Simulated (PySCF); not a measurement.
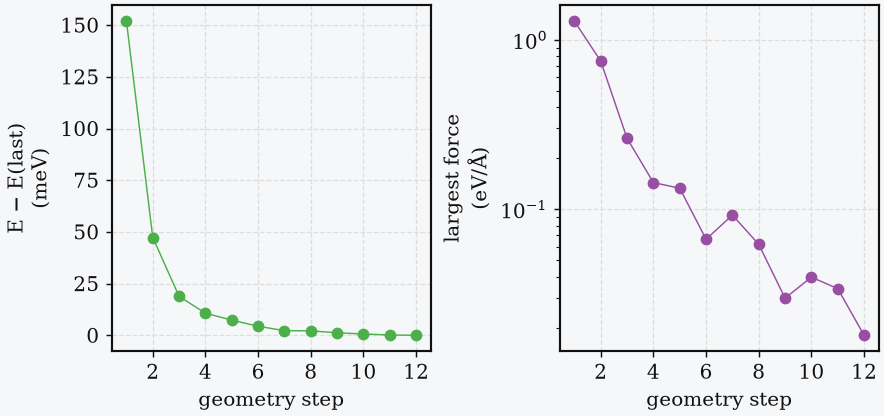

History of a geometry optimisation.

System: C$_{6}$H$_{13}$S (SMILES [CH2]CS[C@H](C)CC), multiplicity 2.
Method: PBE0-D3(BJ)/def2-SVP, geometry optimisation in PySCF.

How did it end, and what did it gain?

Answer. The optimisation met its thresholds at geometry 12, counting the start as the first. The energy fell by about 150 meV from the first step to the last. The largest force goes from about 1.3 eV/Å at the start to 0.018 eV/Å at the end.
